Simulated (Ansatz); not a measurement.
# Geometry relaxation, with input and output: CH₈GeNOSb (part 1 of 2)

- system: CH₈GeNOSb, SMILES N[C](O)([GeH3])[SbH2]
- method: RKS LDA/def2-SVP (Ansatz 0.2.0)

It belongs to a series of runs on one base structure; here: end point B relaxed. Figures and captions count atoms from 1; the log counts them from 0 in places.

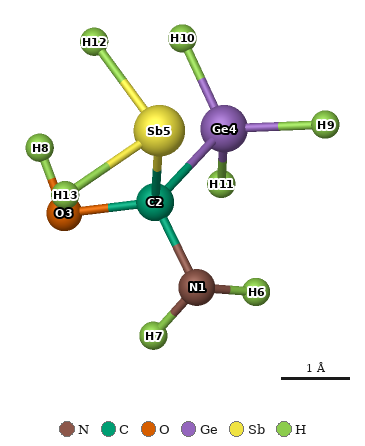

*The starting structure (ball-and-stick view, seen at a tilt; atoms are numbered from 1 in the order of the input). Sticks mark near contacts.*

### The input
```yaml
crystal:
  periodic: [false, false, false]
  atoms:
    - { symbol: "N", position_ang: [-1.4041, 0.5882, 0.7644] }
    - { symbol: C, position_ang: [-0.3841, 0.0796, -0.0693] }
    - { symbol: O, position_ang: [-0.9528, -0.3821, -1.2886] }
    - { symbol: Ge, position_ang: [0.5364, -1.3888, 0.8837] }
    - { symbol: Sb, position_ang: [1.1202, 1.6132, -0.4725] }
    - { symbol: H, position_ang: [-1.41096, 0.14313, 1.70615] }
    - { symbol: H, position_ang: [-2.35655, 0.24245, 0.35012] }
    - { symbol: H, position_ang: [-0.1171, -0.6649, -1.838] }
    - { symbol: H, position_ang: [1.0492, -0.865, 2.2691] }
    - { symbol: H, position_ang: [1.6064, -1.9852, 0.0425] }
    - { symbol: H, position_ang: [-0.6045, -2.4972, 1.1902] }
    - { symbol: H, position_ang: [1.9902, 0.6095, -1.5932] }
    - { symbol: H, position_ang: [0.0689, 2.3725, -1.7244] }
basis:
  gaussian: { orbitals: def2-SVP }
hamiltonian:
  xc: lda
relax:
  f_tol: 0.015
  max_steps: 40
output:
  orbitals: {}
```

Machine: 2 threads of Arm Neoverse V1, 24 GiB of memory available, shared host.

Command:
```bash
ansatz run input.yaml --threads 2 --pin off --max-ram 3072MiB --backend cpu --events-out ev --progress --plain --runs-dir out
```

### Log
```
The last accepted step is kept in [file] (removed where the run ends without a failure and the disk answers)
Engine: ansatz 0.2.0, aarch64-unknown-linux-gnu
Functional definition: SPW92
  exchange = slater_x
  correlation = pw_c
1604 factors; their error is unknown
mean field evaluation 1: about -67603.4036 eV, gradient 7.2e1 eV
mean field evaluation 2: about -67486.2376 eV, gradient 2.0e2 eV
mean field evaluation 4: about -67613.3469 eV, gradient 1.7e1 eV
mean field evaluation 8: about -67613.9535 eV, gradient 2.5e-1 eV
mean field evaluation 16: about -67613.8836 eV, gradient 2.6e-3 eV
mean field -67613.88356404 eV, -2484.7643906420 hartree, gradient 1.1e-5 eV, S^2 0.000000; 0 other end points of the search recorded, 0 dependent functions left out
the calculation of the forces begins
reference -67613.88360382 eV, -2484.7643921041 hartree; 42, 42 occupied and 98, 98 virtual orbitals, 1604 factors
relax step   1: F+E_penalty+E_count = -67613.88356404 eV  Δ(F+E_penalty+E_count) = +0.000e0 eV  max|allowed force component| = 2.744e0 eV/Å  Δτ_max = 0.0000 Å  (31 SCF iters, accepted)
these checks for a lower state are left out or cut short: starts, cluster_reference, orbital_swaps, neighbouring_geometries, increment
1604 factors; their error is unknown
mean field -67614.16677870 eV, -2484.7747985889 hartree, gradient 2.4e-5 eV, S^2 0.000000; 0 other end points of the search recorded, 0 dependent functions left out
[... from here on the field's lines of each further geometry are left out, up to the last ...]
relax step   2: F+E_penalty+E_count = -67614.16677870 eV  Δ(F+E_penalty+E_count) = -2.832e-1 eV  max|allowed force component| = 1.357e0 eV/Å  Δτ_max = 0.1944 Å  (30 SCF iters, accepted)
relax step   3: F+E_penalty+E_count = -67614.26966672 eV  Δ(F+E_penalty+E_count) = -1.029e-1 eV  max|allowed force component| = 6.933e-1 eV/Å  Δτ_max = 0.1357 Å  (28 SCF iters, accepted)
relax step   4: F+E_penalty+E_count = -67614.30686094 eV  Δ(F+E_penalty+E_count) = -3.719e-2 eV  max|allowed force component| = 4.723e-1 eV/Å  Δτ_max = 0.2000 Å  (29 SCF iters, accepted)
relax step   5: F+E_penalty+E_count = -67614.35714210 eV  Δ(F+E_penalty+E_count) = -5.028e-2 eV  max|allowed force component| = 3.205e-1 eV/Å  Δτ_max = 0.2000 Å  (29 SCF iters, accepted)
relax step   6: F+E_penalty+E_count = -67614.39170021 eV  Δ(F+E_penalty+E_count) = -3.456e-2 eV  max|allowed force component| = 8.229e-1 eV/Å  Δτ_max = 0.1953 Å  (30 SCF iters, accepted)
relax step   7: F+E_penalty+E_count = -67614.47807019 eV  Δ(F+E_penalty+E_count) = -8.637e-2 eV  max|allowed force component| = 3.960e-1 eV/Å  Δτ_max = 0.2000 Å  (29 SCF iters, accepted)
relax step   8: F+E_penalty+E_count = -67614.52674431 eV  Δ(F+E_penalty+E_count) = -4.867e-2 eV  max|allowed force component| = 3.861e-1 eV/Å  Δτ_max = 0.2000 Å  (29 SCF iters, accepted)
relax step   9: F+E_penalty+E_count = -67614.55404903 eV  Δ(F+E_penalty+E_count) = -2.730e-2 eV  max|allowed force component| = 5.378e-1 eV/Å  Δτ_max = 0.2000 Å  (29 SCF iters, accepted)
relax step  10: F+E_penalty+E_count = -67614.53774548 eV  Δ(F+E_penalty+E_count) = +1.630e-2 eV  max|allowed force component| = 3.057e-1 eV/Å  Δτ_max = 0.1540 Å  (29 SCF iters, rejected (line search))
relax step  11: F+E_penalty+E_count = -67614.56637878 eV  Δ(F+E_penalty+E_count) = -1.233e-2 eV  max|allowed force component| = 1.193e-1 eV/Å  Δτ_max = 0.0757 Å  (29 SCF iters, accepted)
relax step  12: F+E_penalty+E_count = -67614.56697908 eV  Δ(F+E_penalty+E_count) = -6.003e-4 eV  max|allowed force component| = 8.885e-2 eV/Å  Δτ_max = 0.0538 Å  (29 SCF iters, accepted)
relax step  13: F+E_penalty+E_count = -67614.56902149 eV  Δ(F+E_penalty+E_count) = -2.042e-3 eV  max|allowed force component| = 3.007e-2 eV/Å  Δτ_max = 0.0399 Å  (31 SCF iters, accepted)
relax step  14: F+E_penalty+E_count = -67614.56908216 eV  Δ(F+E_penalty+E_count) = -6.067e-5 eV  max|allowed force component| = 7.407e-2 eV/Å  Δτ_max = 0.0184 Å  (31 SCF iters, accepted)
relax step  15: F+E_penalty+E_count = -67614.56946734 eV  Δ(F+E_penalty+E_count) = -3.852e-4 eV  max|allowed force component| = 2.762e-2 eV/Å  Δτ_max = 0.0153 Å  (32 SCF iters, accepted)
the calculation of the forces begins
reference -67614.56952971 eV, -2484.7895994156 hartree; 42, 42 occupied and 98, 98 virtual orbitals, 1604 factors
relax step  16: F+E_penalty+E_count = -67614.56949024 eV  Δ(F+E_penalty+E_count) = -2.290e-5 eV  max|allowed force component| = 7.722e-3 eV/Å  Δτ_max = 0.0042 Å  (23 SCF iters, accepted)
1604 factors; their error is unknown
mean field evaluation 128: about -67603.7151 eV, gradient 7.3e1 eV
```

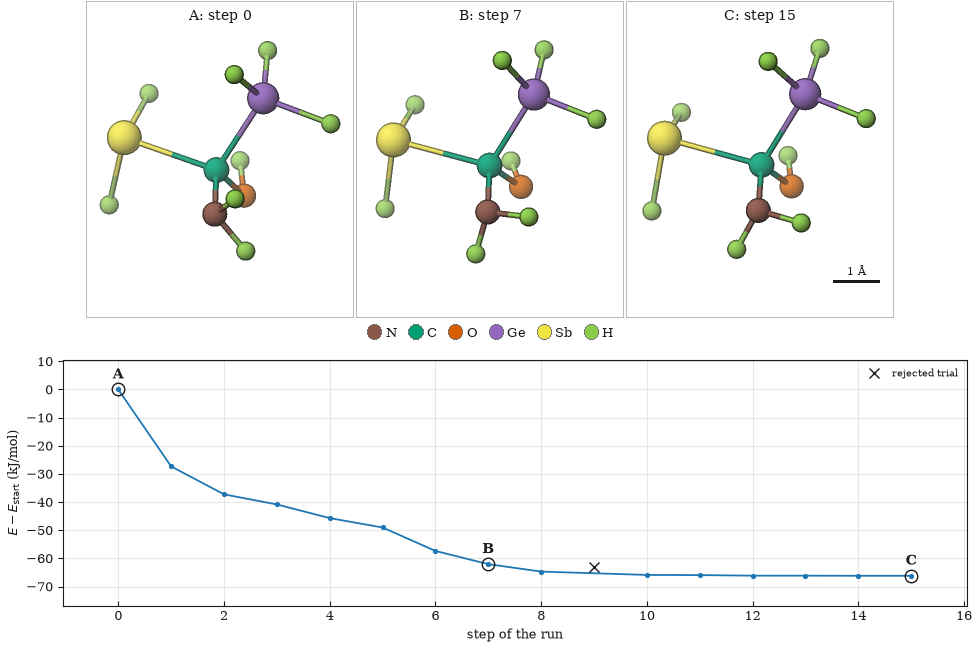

*Frames of the relaxation (ball-and-stick view, seen at a tilt) above the curves, on which the letters mark them (the first geometry is step 0 here and step 1 in the log).*

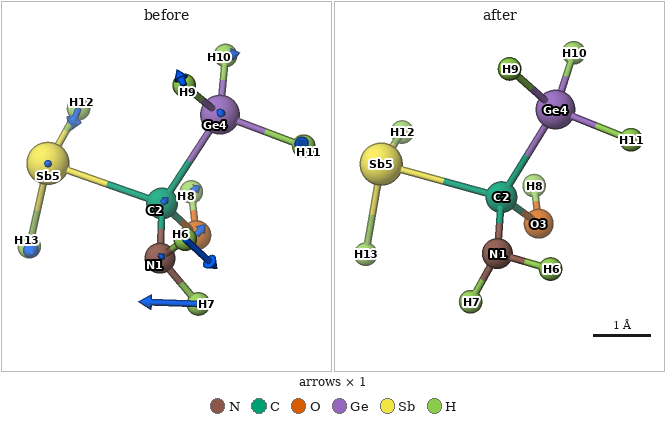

*Before (left) and after (right) the relaxation, at one scale (ball-and-stick view, seen at a tilt). The blue arrows give the displacements, at true length.*

The atom that moves furthest after the best rigid fit is H7 (1.08 Å). By element the largest moves are H 1.08 Å, O 0.26 Å, C 0.16 Å, Ge 0.15 Å, N 0.12 Å, Sb 0.10 Å. Distances before and after: Ge4–H11 1.620 → 1.550 Å, Sb5–H13 1.803 → 1.733 Å, N1–H7 1.095 → 1.033 Å, Ge4–H10 1.486 → 1.548 Å. Among the angles that change: H6–N1–H7 101.6° → 107.9°, C2–O3–H8 102.7° → 108.9°, N1–C2–Sb5 110.7° → 104.6°. The energy falls by 66.2 kJ/mol in 15 geometry steps. Largest force component: 2.7 eV/Å at the start, 0.0077 eV/Å at the end. The line search rejected the trial step at point 9 (counted from 0) and went back. (Atoms are counted from 1 in the order of the input.)

```
mean field -67614.56949024 eV, -2484.7895979651 hartree, gradient 1.0e-5 eV, S^2 0.000000; 1 other end points of the search recorded, 0 dependent functions left out
the calculation of the forces begins
reference -67614.56952971 eV, -2484.7895994156 hartree; 42, 42 occupied and 98, 98 virtual orbitals, 1604 factors
Total energy: -67614.56952971 eV, -2484.7895994156 hartree
Atom 0 at    -1.352187     0.483759     0.745416 Å, force    -0.001203    -0.001147    -0.004721 eV/Å
Atom 1 at    -0.327235    -0.067184    -0.052319 Å, force     0.001858     0.001192    -0.000513 eV/Å
Atom 2 at    -0.837460    -0.619069    -1.236213 Å, force    -0.003883     0.002445     0.007722 eV/Å
Atom 3 at     0.590080    -1.444983     1.014147 Å, force    -0.000441    -0.001602    -0.000616 eV/Å
Atom 4 at     1.087350     1.623689    -0.396279 Å, force    -0.000313    -0.001319    -0.000220 eV/Å
Atom 5 at    -2.017010    -0.238920     1.065765 Å, force    -0.000320     0.000358     0.000814 eV/Å
Atom 6 at    -1.887625     1.201807     0.231783 Å, force    -0.000082    -0.000213     0.001665 eV/Å
Atom 7 at    -0.090756    -0.876218    -1.813489 Å, force     0.004174    -0.002187    -0.004060 eV/Å
Atom 8 at     1.393623    -0.852478     2.192834 Å, force    -0.000367     0.000200     0.000181 eV/Å
Atom 9 at     1.543764    -2.242512     0.091519 Å, force    -0.000576     0.000652    -0.000202 eV/Å
Atom 10 at    -0.502859    -2.406847     1.546119 Å, force     0.000312     0.000279     0.000472 eV/Å
Atom 11 at     1.695601     0.895760    -1.852125 Å, force     0.001339     0.000788    -0.000811 eV/Å
Atom 12 at    -0.154094     2.408577    -1.316988 Å, force    -0.000496     0.000555     0.000288 eV/Å
Dipole moment:    -0.095819    -0.060323    -0.105186 e Å
```

### Trajectory as extended XYZ (Å, eV, eV/Å), 16 frames, from step=1 to step=16
```
13
Properties=species:S:1:pos:R:3:forces:R:3 step=1 energy=-67613.88356
N    -1.4041    0.5882    0.7644   -2.7444  -0.6464  -0.1650
C    -0.3841    0.0796   -0.0693    0.1737  -0.9750  -0.5144
O    -0.9528   -0.3821   -1.2886    2.2095  -0.5781  -0.3569
Ge    0.5364   -1.3888    0.8837   -1.4900  -0.2978   0.9009
Sb    1.1202    1.6132   -0.4725   -0.0698   1.1339  -0.3751
H    -1.4110    0.1431    1.7062    0.2142   0.3195  -0.2842
H    -2.3565    0.2424    0.3501    1.7505   0.8524   0.5151
H    -0.1171   -0.6649   -1.8380   -2.0363   0.6470   0.9346
H     1.0492   -0.8650    2.2691    0.0069  -0.1144  -0.2867
H     1.6064   -1.9852    0.0425    0.8899  -0.4762  -0.5312
H    -0.6045   -2.4972    1.1902    0.6856   0.6143  -0.1864
H     1.9902    0.6095   -1.5932   -0.1447  -0.0282  -0.1400
H     0.0689    2.3725   -1.7244    0.5548  -0.4510   0.4891
13
Properties=species:S:1:pos:R:3:forces:R:3 step=2 energy=-67614.16678
N    -1.4231    0.6076    0.7313   -1.1995  -0.5536   0.0955
C    -0.3668    0.0432   -0.0464   -0.1648  -0.1115  -0.3131
O    -0.9392   -0.4548   -1.2397    1.3573   0.0752  -0.1795
Ge    0.5316   -1.4478    0.8994   -0.2255   0.2118   0.1937
Sb    1.0943    1.7290   -0.4200    0.5456  -0.7394   0.0903
H    -1.4647    0.2170    1.6909    0.1380   0.2082  -0.1771
H    -2.3356    0.3225    0.2872    0.7303   0.3347   0.1825
H    -0.1582   -0.6318   -1.8478   -0.9976   0.2077   0.5296
H     1.0802   -0.9193    2.2518    0.0330  -0.0529  -0.0112
H     1.6698   -2.0579    0.0745    0.1606  -0.0780  -0.1361
H    -0.5526   -2.5181    1.1903    0.0417   0.0168  -0.0275
H     1.8220    0.6950   -1.6400    0.2284   0.1190   0.2088
H     0.1835    2.2807   -1.7113   -0.6474   0.3620  -0.4558
13
Properties=species:S:1:pos:R:3:forces:R:3 step=3 energy=-67614.26967
N    -1.4694    0.5895    0.7482   -0.1179  -0.3441  -0.0028
C    -0.3900    0.0493   -0.0247   -0.1885  -0.1790  -0.2121
O    -0.9431   -0.4401   -1.2231    0.6933   0.0435  -0.0831
Ge    0.5334   -1.4331    0.9094   -0.0580   0.0983   0.0907
Sb    1.1268    1.6679   -0.4690    0.2245  -0.0858   0.1491
H    -1.5140    0.2012    1.7035    0.1231   0.1489  -0.0621
H    -2.3579    0.3217    0.2868    0.2178   0.1903  -0.0751
H    -0.1850   -0.5329   -1.8560   -0.5576   0.0391   0.2642
H     1.1061   -0.9257    2.2576    0.0222  -0.0278   0.0194
H     1.6782   -2.0390    0.0652   -0.0169   0.0457  -0.0439
H    -0.5340   -2.5128    1.1921   -0.0281  -0.0736   0.0144
H     1.9539    0.6632   -1.6431   -0.0798   0.0302   0.1282
H     0.1362    2.2561   -1.7269   -0.2343   0.1143  -0.1869
13
Properties=species:S:1:pos:R:3:forces:R:3 step=4 energy=-67614.30686
N    -1.4426    0.5893    0.7347   -0.1054  -0.1840  -0.1818
C    -0.3687    0.0065   -0.0143   -0.4326   0.4723   0.1572
O    -0.9166   -0.4975   -1.1931   -0.0290  -0.1050  -0.1109
Ge    0.5285   -1.4303    0.9451    0.4022  -0.3271  -0.0307
Sb    1.1244    1.6423   -0.4538    0.0193  -0.0124  -0.0348
H    -1.5563    0.2065    1.6840   -0.0910   0.0234  -0.1644
H    -2.3155    0.4864    0.1815    0.2987   0.1171   0.2581
H    -0.2217   -0.5192   -1.8799    0.0414  -0.0040  -0.0081
H     1.1451   -0.9654    2.2887   -0.0067   0.0147  -0.0006
H     1.6630   -1.9484    0.0112   -0.1121   0.0023   0.1581
H    -0.4909   -2.5618    1.2127   -0.0181  -0.0231   0.0012
H     1.9406    0.6335   -1.6151    0.0171   0.0536  -0.0559
H     0.0518    2.2236   -1.6816    0.0161  -0.0277   0.0127
13
Properties=species:S:1:pos:R:3:forces:R:3 step=5 energy=-67614.35714
N    -1.4291    0.5855    0.7495    0.0692  -0.1094  -0.0915
C    -0.3735    0.0018   -0.0091   -0.1805   0.0213   0.3205
O    -0.9071   -0.5420   -1.1787   -0.0908  -0.0223  -0.1913
Ge    0.5524   -1.4482    0.9602    0.0853   0.0866   0.0048
Sb    1.1242    1.6278   -0.4658   -0.0474  -0.0283  -0.0137
H    -1.6484    0.1123    1.6343   -0.0899  -0.0418  -0.1034
H    -2.2739    0.6809    0.1607    0.2206   0.0697   0.1196
H    -0.2308   -0.4918   -1.8821    0.0474  -0.0314  -0.0211
H     1.1537   -0.9640    2.3041    0.0272  -0.0177   0.0090
H     1.6867   -1.9654    0.0413   -0.0440   0.0111   0.0533
H    -0.4537   -2.5934    1.2344   -0.0137   0.0277  -0.0201
H     1.9231    0.6524   -1.6664    0.0046   0.0223  -0.0542
H     0.0177    2.2095   -1.6621    0.0121   0.0123  -0.0118
```
